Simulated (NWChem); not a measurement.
**CaBr (SMILES [Ca][Br]): levels of theory compared**

Wanted: a comparison of 5 runs (UHF/def2-SVP, UHF/def2-SVPD, UB3LYP/def2-TZVP, UPBE0/def2-SVP, UPBE0/6-311G**) of CaBr. 

Program for the calculation: NWChem 7.3.0.

**1. The structure to begin with**

The species is CaBr (2 atoms), meant as a doublet with charge 0. As SMILES, `[Ca][Br]`. The shape is that of a PBE0-D4/def2-TZVP optimisation.

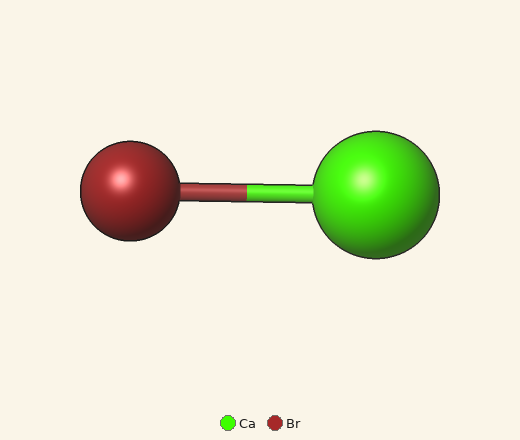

Viewed from a chosen angle; calcium green, bromine red.

**2. Energy and forces at UHF/def2-SVP (run 1)**

run.py

```python
from ase import Atoms
from ase.calculators.nwchem import NWChem

system = Atoms(['Ca', 'Br'], positions=[
    [0.000000, -0.000000, 0.018570],
    [-0.000000, 0.000000, 2.614140],
])

calc = NWChem(
    label='m1',
    theory='scf',
    memory='2200 mb',
    basis='def2-SVP',
    basispar='spherical bse',
    scf={'nopen': '1', 'uhf': None, 'thresh': '1e-08', 'maxiter': '80'},
)
system.calc = calc

forces = system.get_forces()
e = system.get_potential_energy()
print(f"E = {e:.6f} eV")
print("forces (eV/A):")
for s, f in zip(system.symbols, forces):
    print(f"{s:2s} {f[0]:10.5f} {f[1]:10.5f} {f[2]:10.5f}")
```

Command:

```
$ export ASE_NWCHEM_COMMAND="nwchem PREFIX.nwi > PREFIX.nwo"
$ python run.py
```

What it wrote:

```text
E = -88406.041835 eV
forces (eV/A):
Ca   -0.00000   -0.00000   -0.67317
Br    0.00000    0.00000    0.67317
```

The calculator wrote m1.nwi:

```
title "m1"

permanent_dir m1

scratch_dir m1

start m1

geometry units angstrom nocenter noautosym noautoz
  Ca 0.0000000000000000e+00 -0.0000000000000000e+00 1.8570000000000000e-02
  Br -0.0000000000000000e+00 0.0000000000000000e+00 2.6141399999999999e+00
end

memory 2200 mb

basis spherical bse noprint
   * library def2-SVP
end

scf
  nopen 1
  uhf
  thresh 1e-08
  maxiter 80
end

task scf gradient
```

m1.nwo:

```text
Northwest Computational Chemistry Package (NWChem) 7.3.0
             --------------------------------------------------------

           Job information
           ---------------

    nwchem branch   = 7.3.0
    use scalapack   = T
    input           = m1.nwi
    prefix          = m1.
    data base       = m1/m1.db
    status          = startup
    nproc           =        1

           Memory information
           ------------------

[... 5 lines left out ...]
    hardfail = no
[... 92 lines left out ...]
 1-e energy   =   -4792.497260
[... 9 lines left out ...]
 Convergence threshold     :          1.000E-08
[... 17 lines left out ...]
      One electron energy =  -4796.516452813903
[... 9 lines left out ...]
          Final alpha eigenvalues
[... 275 lines left out ...]
                     UHF Final Beta Molecular Orbital Analysis
[... 261 lines left out ...]
                 ----------------------------------------
                 |  Time  |  1-e(secs)   |  2-e(secs)   |
                 ----------------------------------------
                 |  CPU   |       0.00   |       2.54   |
                 ----------------------------------------
                 |  WALL  |       0.00   |       2.54   |
                 ----------------------------------------

 Task  times  cpu:       12.8s     wall:       12.8s
 Total times  cpu:       12.8s     wall:       12.8s
```

It took 14 s on 1 thread of Intel Xeon 6975P-C (Granite Rapids), shared host; peak memory 0.096 GiB.

**3. Energy and forces at UHF/def2-SVPD (run 2)**

mymol.xyz

```xyz
2
CaBr
Ca     0.000000     0.000000     0.018570
Br     0.000000     0.000000     2.614140
```

mymol.nw

```
start mymol
title "CaBr"
memory total 2200 mb

geometry noautosym nocenter noautoz
  load mymol.xyz
end

basis spherical bse
  * library def2-SVPD
end

scf
  doublet
  uhf
  thresh 1e-08
  maxiter 80
  print low
end

task scf gradient
```

Command:

```
$ nwchem mymol.nw > mymol.out
```

What it wrote:

```text
[...]
  functions       =    68
[...]
  wavefunction    = UHF
[...]
         Total SCF energy =  -3248.868465834749
      One electron energy =  -4795.993858128939
      Two electron energy =   1404.411431853982
 Nuclear repulsion energy =    142.713960440207
                       Sz =      0.5000
                 Sz(Sz+1) =      0.7500
                      S^2 =      0.7504
[...]
                         UHF ENERGY GRADIENTS
    atom               coordinates                        gradient
                 x          y          z           x          y          z
   1 Ca      0.000000   0.000000   0.035092    0.000000  -0.000000   0.015128
   2 Br      0.000000   0.000000   4.940008   -0.000000   0.000000  -0.015128
 Task  times  cpu:       16.8s     wall:       16.8s
 Total times  cpu:       16.8s     wall:       16.8s
```

Wall time 18 s (1 thread of Intel Xeon 6975P-C (Granite Rapids), shared host); peak memory 0.096 GiB.

Run 3 isn't shown in full; the table further down has it.

**4. Energy and gradient at UPBE0/def2-SVP (run 4)**

brca.nw

```
start brca
title "CaBr"
memory total 2200 mb

geometry units angstroms noautosym nocenter noautoz
  Ca    0.000000    0.000000    0.018570
  Br    0.000000    0.000000    2.614140
end

basis spherical bse
  Ca library def2-SVP
  Br library def2-SVP
end

dft
  xc pbe0
  mult 2
  grid xfine
  convergence energy 1e-08
  iterations 100
  mulliken
  noprint "final vectors analysis"
end

task dft gradient
```

Command:

```
$ nwchem brca.nw > brca.out
```

What it wrote:

```text
[...]
          Wavefunction type:  spin polarized.
          No. of atoms     :     2
          No. of electrons :    55
[...]
          Charge           :     0
          Spin multiplicity:     2
[...]
          AO basis - number of functions:    56
[...]
              XC Information
              --------------
                         PBE0 Method XC Functional
                     Hartree-Fock (Exact) Exchange  0.250
          PerdewBurkeErnzerhof Exchange Functional  0.750
            Perdew 1991 LDA Correlation Functional  1.000 local
           PerdewBurkeErnz. Correlation Functional  1.000 non-local
[...]
 d= 0,ls=0.0,diis     1  -3250.8912224697 -3.39D+03  1.42D-02  5.78D-02     1.6
[...]
 d= 0,ls=0.0,diis    11  -3250.9321842318 -4.24D-09  1.41D-07  6.24D-12    12.6
[...]
         Total DFT energy =    -3250.932184231752
      One electron energy =    -4796.298344590326
           Coulomb energy =     1529.683473221411
    Exchange-Corr. energy =     -127.031273303044
 Nuclear repulsion energy =      142.713960440207
[...]
      <S2> =      0.7502 (Exact =     0.7500)
[...]
  wavefunction    = open shell
                         DFT ENERGY GRADIENTS
    atom               coordinates                        gradient
                 x          y          z           x          y          z
   1 Ca      0.000000   0.000000   0.035092    0.000000  -0.000000  -0.001005
   2 Br      0.000000   0.000000   4.940008   -0.000000   0.000000   0.001005
[...]
```

Run time: 17 s. Hardware: 1 thread of Intel Xeon 6975P-C (Granite Rapids), shared host; peak memory 0.11 GiB.

**5. Energy and gradient at UPBE0/6-311G(d,p) (run 5)**

a.nw

```
START a
memory stack 880 mb heap 220 mb global 1100 mb

GEOMETRY noautosym nocenter noautoz
Ca     0.000000     0.000000     0.018570
Br     0.000000     0.000000     2.614140
END

BASIS "ao basis" spherical bse
* library 6-311G**
END

DFT
xc pbe0
mult 2
grid xfine
convergence energy 1e-08
iterations 100
mulliken
noprint "final vectors analysis"
END

TASK dft gradient
```

Command:

```
$ nwchem a.nw > a.out
```

What it wrote:

```text
[...]
          Wavefunction type:  spin polarized.
          No. of atoms     :     2
          No. of electrons :    55
[...]
          Charge           :     0
          Spin multiplicity:     2
[...]
          AO basis - number of functions:    83
[...]
              XC Information
              --------------
                         PBE0 Method XC Functional
                     Hartree-Fock (Exact) Exchange  0.250
          PerdewBurkeErnzerhof Exchange Functional  0.750
            Perdew 1991 LDA Correlation Functional  1.000 local
           PerdewBurkeErnz. Correlation Functional  1.000 non-local
[...]
 d= 0,ls=0.0,diis     1  -3251.2376699118 -3.39D+03  8.53D-03  8.67D-01     1.4
[...]
 d= 0,ls=0.0,diis    11  -3251.2874809017 -1.25D-09  6.17D-07  1.02D-10    12.9
[...]
         Total DFT energy =    -3251.287480901733
      One electron energy =    -4796.802264056085
           Coulomb energy =     1529.811423763010
    Exchange-Corr. energy =     -127.010601048865
 Nuclear repulsion energy =      142.713960440207
[...]
      <S2> =      0.7503 (Exact =     0.7500)
[...]
  wavefunction    = open shell
                         DFT ENERGY GRADIENTS
    atom               coordinates                        gradient
                 x          y          z           x          y          z
   1 Ca      0.000000   0.000000   0.035092   -0.000000  -0.000000   0.000335
   2 Br      0.000000   0.000000   4.940008    0.000000   0.000000  -0.000335
[...]
```

Wall time 18 s (1 thread of Intel Xeon 6975P-C (Granite Rapids), shared host); peak memory 0.12 GiB.

**6. All runs side by side**

```tsv
run	level	iteration cap	module	energy (Eh)	dipole moment (D)	⟨S²⟩	largest force (eV/Å)	wall time
1	UHF/def2-SVP	80	scf	-3248.862140	4.68	0.750	0.673	14 s
2	UHF/def2-SVPD	80	scf	-3248.868466	–	0.750	0.778	18 s
3	UB3LYP/def2-TZVP	100	dft	-3251.852631	–	0.750	0.127	28 s
4	UPBE0/def2-SVP	100	dft	-3250.932184	4.48	0.750	0.052	17 s
5	UPBE0/6-311G**	100	dft	-3251.287481	4.40	0.750	0.017	18 s
```

**7. Results**

| quantity | value |
| --- | --- |
| run 5: total energy | -3251.28748 Eh |
| run 5: dipole moment | 4.40 D |
| run 5: ⟨S²⟩ | 0.750 |
| run 5: largest force on an atom | 0.017 eV/Å |

What this shows: Over runs 1, 4, 5 the dipole moment (its size) runs from 4.40 D (UPBE0/6-311G**) to 4.68 D (UHF/def2-SVP). The two ends differ in method and basis. Totals of different functionals can't be ranked against each other. All runs together took 95 s, the longest 28 s.
